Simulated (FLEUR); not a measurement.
## 1 ML Ni on Ir(001), 1 substrate layers: which magnetic order is lowest

Does 1 ML Ni on Ir(001), 1 substrate layers prefer parallel or opposed moments?

Method: Wu-Cohen GGA; all-electron FLAPW film, Dirac cores, scalar-relativistic bands, in FLEUR MaX-R8.1.

### Step 1. Set-up

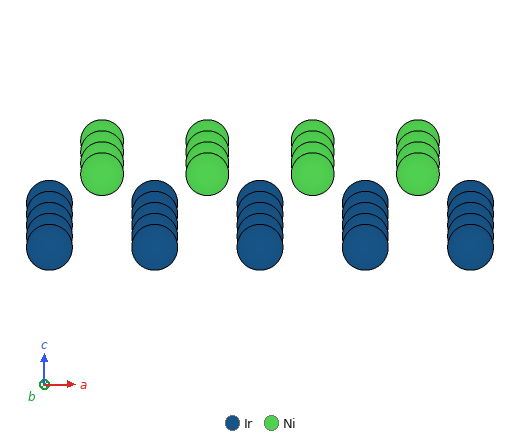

The cell as given, nearly edge on (iridium blue, nickel green). 4×4×1 cells are drawn. Some periodic images of atoms are drawn too.

The cell holds 2 atoms: 1 Ir and 1 Ni. Cell: a = 2.709 Å, b = 2.709 Å, c = 15.750 Å, α = 90.0°, β = 90.0°, γ = 90.0°. Pseudomorphic film on a typed substrate lattice, hard-sphere layer spacings, unrelaxed. Vacuum lies along c.

### Step 2. Order 1, typed as ferro +

The parallel start comes first: it shows whether parallel moments hold.

inpgen writes inp.xml from crystal.txt; cutoffs, mixing, functional, smearing and local orbitals are then set in the file. The k list default-1 (kpts.xml, not shown) is a Γ-centred 10×10×1 mesh; where the ranks do not divide the number of points, some are split in two of half the weight.

File inp.xml:

```
<?xml version="1.0" encoding="UTF-8" standalone="no"?>
<fleurInput fleurInputVersion="0.39">
   <comment>
      NiIr
   </comment>
   <calculationSetup>
      <cutoffs Kmax="3.6" Gmax="12.6" GmaxXC="12.6" numbands="0"/>
      <scfLoop itmax="120" minDistance="0.00002" maxIterBroyd="15" imix="Anderson" alpha="0.03" precondParam="0.0" spinf="2.0" sdNocoIR="T"/>
      <coreElectrons ctail="T" frcor="F" kcrel="1" coretail_lmax="0"/>
      <xcFunctional name="wc" relativisticCorrections="F"/>
      <magnetism jspins="2"/>
      <soc l_soc="F" theta="0.0" phi="0.0" spav="F"/>
      <expertModes spex="0" secvar="F"/>
      <geometryOptimization l_f="F" forcealpha="1.0" forcemix="BFGS" epsdisp="0.00001" epsforce="0.00001"/>
      <ldaU l_linMix="F" mixParam="0.05" spinf="1.0"/>
   </calculationSetup>
   <cell>
      <bzIntegration valenceElectrons="33.0" mode="hist" fermiSmearingEnergy="0.00293995">
         <kPointListSelection listName="default-1"/>
         <xi:include xmlns:xi="http://www.w3.org/2001/XInclude" href="kpts.xml"> </xi:include>
      </bzIntegration>
      <xi:include xmlns:xi="http://www.w3.org/2001/XInclude" href="sym.xml"> </xi:include>
      <filmLattice scale="1.0" dVac="8.77" dTilda="11.27">
         <bravaisMatrixFilm>
            <row-1>    5.1193965729178723     0.0000000000000000</row-1>
            <row-2>    0.0000000000000000     5.1193965729178723</row-2>
         </bravaisMatrixFilm>
         <vacuumEnergyParameters vacuum="1" spinUp="-.25" spinDown="-.25"/>
         <vacuumEnergyParameters vacuum="2" spinUp="-.25" spinDown="-.25"/>
      </filmLattice>
   </cell>
   <atomSpecies>
      <species name="Iridium (Ir)" element="Ir" atomicNumber="77">
         <mtSphere radius="2.33" gridPoints="771" logIncrement="0.017"/>
         <atomicCutoffs lmax="8" lnonsphr="6"/>
         <electronConfig flipSpins="F">
            <coreConfig>(1s1/2) (2s1/2) (2p1/2) (2p3/2) (3s1/2) (3p1/2) (3p3/2) (4s1/2) (3d3/2) (3d5/2) (4p1/2) (4p3/2) (5s1/2) (4d3/2) (4d5/2) (4f5/2) (4f7/2)</coreConfig>
            <valenceConfig>(5p1/2) (5p3/2) (6s1/2) (5d3/2) (5d5/2)</valenceConfig>
            <stateOccupation state="(5d3/2)" spinUp="1.400000" spinDown="1.400000"/>
            <stateOccupation state="(5d5/2)" spinUp="2.100000" spinDown="2.100000"/>
         </electronConfig>
         <energyParameters s="6" p="6" d="5" f="5"/>
         <lo type="SCLO" l="1" n="5" eDeriv="0"/>
      </species>
      <species name="Nickel (Ni1.001" element="Ni" atomicNumber="28">
         <mtSphere radius="2.33" gridPoints="771" logIncrement="0.016"/>
         <atomicCutoffs lmax="8" lnonsphr="6"/>
         <electronConfig flipSpins="F">
            <coreConfig>(1s1/2) (2s1/2) (2p1/2) (2p3/2)</coreConfig>
            <valenceConfig>(3s1/2) (3p1/2) (3p3/2) (4s1/2) (3d3/2) (3d5/2)</valenceConfig>
            <stateOccupation state="(3d3/2)" spinUp="1.6" spinDown="1.6"/>
            <stateOccupation state="(3d5/2)" spinUp="2.9005" spinDown="1.8995"/>
         </electronConfig>
         <energyParameters s="4" p="4" d="3" f="4"/>
         <lo type="SCLO" l="0" n="3" eDeriv="0"/>
         <lo type="SCLO" l="1" n="3" eDeriv="0"/>
      </species>
   </atomSpecies>
   <atomGroups>
      <atomGroup species="Iridium (Ir)">
         <filmPos label="                   1">.0000000000 .0000000000 -1.6533920420</filmPos>
         <force calculate="T" relaxXYZ="TTT"/>
      </atomGroup>
      <atomGroup species="Nickel (Ni1.001">
         <filmPos label="                   2">1.000/2.000 1.000/2.000 1.6533920420</filmPos>
         <force calculate="T" relaxXYZ="TTT"/>
      </atomGroup>
   </atomGroups>
   <output dos="F" band="F" slice="F">
      <bandDOS minEnergy="-.5*Htr" maxEnergy="0.5*Htr" sigma="0.015" storeEVData="T"/>
      <plotting iplot="0" polar="F">
         <plot TwoD="T" vec1="  1.0  0.0  0.0" vec2="  0.0  1.0  0.0" vec3="  0.0  0.0  1.0" zero="  0.0  0.0 -0.5" file="plot"/>
      </plotting>
      <moessbauerParams electricFieldGradient="F" isomerShift="F" coreHyperfine="F" valenceHyperfine="F"/>
   </output>
</fleurInput>
```

File crystal.txt:

```
NiIr
&input film=T cartesian=F /
2.70906800000  0.00000000000  0.00000000000
0.00000000000  2.70906800000  0.00000000000
0.00000000000  0.00000000000  1.00000000000
1.8897261246
1.0 1.0 1.0

2
77 0.00000000000  0.00000000000  -1.65339204199
28 0.50000000000  0.50000000000  1.65339204199 : 1.001

&kpt div1=10 div2=10 div3=1 gamma=T /
```

On the command line:

```bash
> OMP_NUM_THREADS=1 inpgen -f crystal.txt > inpgen.log  # inp.xml is then edited as shown
> OMP_NUM_THREADS=1 mpirun -n 4 fleur_MPI > fleur.log
```

What it wrote:

```text
Welcome to FLEUR        (www.flapw.de)
      MaX-Release 8.1          (www.max-centre.eu)

 ========== k-point set info ==========
 Selected k-point list: default-1
 k-point list type: mesh
 0 x 0 x 0
 Number of k points: 24

 ------------Calculation Setup---------------------------
 Number of MPI-tasks      :            4
 Number of PE/node        :            4
 Number of OMP-threads    :            1
 k-points in parallel     :            4
 pe's per k-point         :            1
 No of k-point loops      :            6
 Eigenvalue solver        :       lapack
 Number of basis functions:          256
 Approximate size of matrices (H+S) per k-point:         0.002 GB
 --------------------------------------------------------
 [... lines of the core solver left out ...]
 Iteration:     1   Distance:      23.50099026 me/bohr^3
 [... lines of the core solver left out ...]
 Iteration:     2   Distance:      15.54876239 me/bohr^3
 [... lines of the core solver left out ...]
[... rest left out ...]

--- out.xml (last complete iteration) ---
<iteration numberForCurrentRun="  112" overallNumber="  112">
         <energyParameters units="Htr">
            <atomicEP atomType="1" spin="1" branch="6s" branchLowest="-3.55" branchHighest="1.53" value="-0.3963485567"/>
            <atomicEP atomType="1" spin="1" branch="6p" branchLowest="-1.91" branchHighest="2.60" value="-0.2453009904"/>
            <atomicEP atomType="1" spin="1" branch="5d" branchLowest="-10.63" branchHighest="0.13" value="-0.2793706698"/>
            <atomicEP atomType="1" spin="1" branch="5f" branchLowest="-2.25" branchHighest="2.29" value="0.0365190377"/>
            <loAtomicEP atomType="1" spin="1" branch="5p" branchLowest="-18.18" branchHighest="-1.91" value="-2.0105111279"/>
            <atomicEP atomType="2" spin="1" branch="4s" branchLowest="-3.95" branchHighest="1.08" value="-0.2750484196"/>
            <atomicEP atomType="2" spin="1" branch="4p" branchLowest="-2.49" branchHighest="1.67" value="-0.1272754941"/>
            <atomicEP atomType="2" spin="1" branch="3d" branchLowest="-9.99" branchHighest="-0.14" value="-0.2293906324"/>
            <atomicEP atomType="2" spin="1" branch="4f" branchLowest="-9.99" branchHighest="3.04" value="0.1975840045"/>
            <loAtomicEP atomType="2" spin="1" branch="3s" branchLowest="-35.93" branchHighest="-3.95" value="-3.9500057768"/>
            <loAtomicEP atomType="2" spin="1" branch="3p" branchLowest="-30.90" branchHighest="-2.49" value="-2.5006258558"/>
            <vacuumEP vacuum="1" spin="1" vzIR="-0.2291682241" vzInf="0.0000000000" value="-0.2500000000"/>
            <vacuumEP vacuum="2" spin="1" vzIR="-0.2630801172" vzInf="0.0307626366" value="-0.2192373634"/>
            <atomicEP atomType="1" spin="2" branch="6s" branchLowest="-3.55" branchHighest="1.54" value="-0.3939426685"/>
            <atomicEP atomType="1" spin="2" branch="6p" branchLowest="-1.91" branchHighest="2.60" value="-0.2430334594"/>
            <atomicEP atomType="1" spin="2" branch="5d" branchLowest="-10.63" branchHighest="0.13" value="-0.2762315790"/>
            <atomicEP atomType="1" spin="2" branch="5f" branchLowest="-2.25" branchHighest="2.30" value="0.0387650426"/>
            <loAtomicEP atomType="1" spin="2" branch="5p" branchLowest="-18.18" branchHighest="-1.91" value="-2.0073442025"/>
            <atomicEP atomType="2" spin="2" branch="4s" branchLowest="-3.94" branchHighest="1.09" value="-0.2746237584"/>
            <atomicEP atomType="2" spin="2" branch="4p" branchLowest="-2.48" branchHighest="1.68" value="-0.1273271223"/>
            <atomicEP atomType="2" spin="2" branch="3d" branchLowest="-9.99" branchHighest="-0.13" value="-0.2229336568"/>
            <atomicEP atomType="2" spin="2" branch="4f" branchLowest="-9.99" branchHighest="3.05" value="0.1972037868"/>
            <loAtomicEP atomType="2" spin="2" branch="3s" branchLowest="-35.92" branchHighest="-3.94" value="-3.9416486189"/>
            <loAtomicEP atomType="2" spin="2" branch="3p" branchLowest="-30.90" branchHighest="-2.48" value="-2.4925177675"/>
            <vacuumEP vacuum="1" spin="2" vzIR="-0.2279143455" vzInf="0.0000000000" value="-0.2500000000"/>
            <vacuumEP vacuum="2" spin="2" vzIR="-0.2606312040" vzInf="0.0307626366" value="-0.2192373634"/>
         </energyParameters>
         <bandgap value="0.0022650366" units="eV"/>
         <sumValenceSingleParticleEnergies value="-39.6191145146" units="Htr"/>
         <FermiEnergy value="-0.1782810842" units="Htr"/>
         <valenceDensity>
            <mtCharges spin="1">
               <mtCharge atomType="1" total="6.3965004" s="0.2040187" p="3.0736541" d="3.1011340" f="0.0141301"/>
               <mtCharge atomType="2" total="8.5956114" s="1.1938356" p="3.1438093" d="4.2434561" f="0.0108301"/>
            </mtCharges>
            <mtCharges spin="2">
               <mtCharge atomType="1" total="6.2658447" s="0.2007396" p="3.0742335" d="2.9733237" f="0.0140127"/>
               <mtCharge atomType="2" total="8.4037383" s="1.1931995" p="3.1428651" d="4.0534071" f="0.0106463"/>
            </mtCharges>
            <spinDependentCharge spin="1" total="16.6694551" interstitial="1.5538483" mtSpheres="14.9921117" vacuum1="0.0437896" vacuum2="0.0797054"/>
            <spinDependentCharge spin="2" total="16.3305453" interstitial="1.5430063" mtSpheres="14.6695830" vacuum1="0.0420780" vacuum2="0.0758780"/>
            <totalCharge value="33.0000003400"/>
         </valenceDensity>
         <allElectronCharges>
            <spinDependentCharge spin="1" total="52.6694575" interstitial="1.5558961" mtSpheres="50.9900552" vacuum1="0.0437896" vacuum2="0.0797166"/>
            <spinDependentCharge spin="2" total="52.3305428" interstitial="1.5450491" mtSpheres="50.6675266" vacuum1="0.0420780" vacuum2="0.0758892"/>
            <totalCharge value="105.0000003140"/>
         </allElectronCharges>
         <magneticMomentsInMTSpheres units="muBohr">
            <globalMagMoment atomType="1" vec="0.00000   0.00000   0.13065"/>
            <localMagMoment atomType="1" vec="0.00000   0.00000   0.13065"/>
            <globalMagMoment atomType="2" vec="0.00000   0.00000   0.19187"/>
            <localMagMoment atomType="2" vec="0.00000   0.00000   0.19187"/>
         </magneticMomentsInMTSpheres>
         <moessbauerParams unitsHFF="kG" unitsIS="e/bohr^3" unitsEFG="Htr/bohr^2">
         </moessbauerParams>
         <totalEnergy value="   -19377.2793737946" units="Htr">
            <sumOfEigenvalues value="   -11888.6306173187">
               <coreElectrons value="-11849.0115028041"/>
               <valenceElectrons value="-39.6191145146"/>
            </sumOfEigenvalues>
            <densityCoulombPotentialIntegral value="-33246.9668427475"/>
            <densityEffectivePotentialIntegral value="-33785.9141545938"/>
            <chargeDenXCDenIntegral value="-411.0148363155"/>
            <FockExchangeEnergyValence value="0.0000000000"/>
            <FockExchangeEnergyCore value="0.0000000000"/>
            <atomTypeDependentContributions atomType="1">
               <electronNucleiInteractionDifferentMTs value="22383.0240187578"/>
               <MadelungTerm value="-29.1722735933"/>
            </atomTypeDependentContributions>
            <atomTypeDependentContributions atomType="2">
               <electronNucleiInteractionDifferentMTs value="1823.9951088871"/>
               <MadelungTerm value="-3.8732521424"/>
            </atomTypeDependentContributions>
            <tkbTimesEntropy value="0.0035355109"/>
            <freeEnergy value="-19377.2829093055"/>
            <extrapolationTo0K value="-19377.2811415501"/>
         </totalEnergy>
         <densityConvergence units="me/bohr^3">
            <chargeDensity spin="1" distance="0.0000065370"/>
            <chargeDensity spin="2" distance="0.0000069283"/>
            <overallChargeDensity distance="0.0000057320"/>
            <spinDensity distance="0.0000121907"/>
         </densityConvergence>
      </iteration>
```

Wall time 2.3 min (4 MPI ranks of Arm Neoverse V2, shared host); peak memory 0.29 GiB; 9.2 min of CPU time.

Spin moment in the muffin-tin sphere by atom:

```csv
atom,spin moment in the muffin-tin sphere (μB)
Ir1,0.131
Ni2,0.192
```

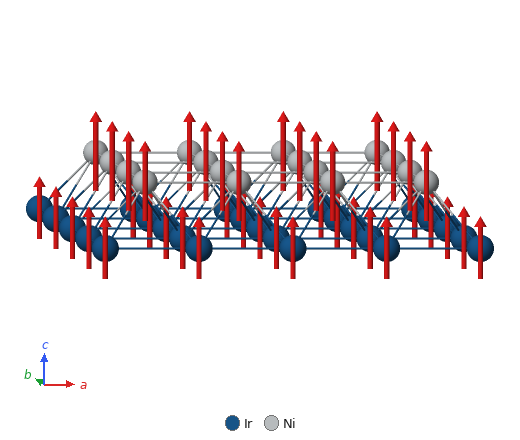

Spin moment in the muffin-tin sphere as arrows, the longest 0.192 μB. Up and down stand for the sign. Arrows give size and sign along the axis of quantisation, drawn up and down the page. 4×4×1 cells are drawn. Some periodic images of atoms are drawn too.

This step gave:

```yaml
free_energy: -527282.7296 eV
program_s_band_gap_on_this_mesh_in_a_metal_only_a_level_spacing: 0.002265 eV
magnetization: 0.3389 μB
final_state: ferromagnetic
```

After 112 cycles the largest moment stands at 0.192 μB.

(Continued in part 2 of 3.)

[Logs and program files are shortened in this print: banners, set-up blocks, solver, clock and traceback lines can be left out without a mark of their own.]

[Logs are printed without paths, hosts, clocks, repeated set-up lines and the standing remarks that a program may print on its own settings, such as how far it seeks lower states.]

[Hosts, paths, dates, database ids (printed as entryN), source tags and the programs' standing remarks are cut or masked in the printed files.]

[Where a cell is said to come from a database of computed structures, the database is the Materials Project.]
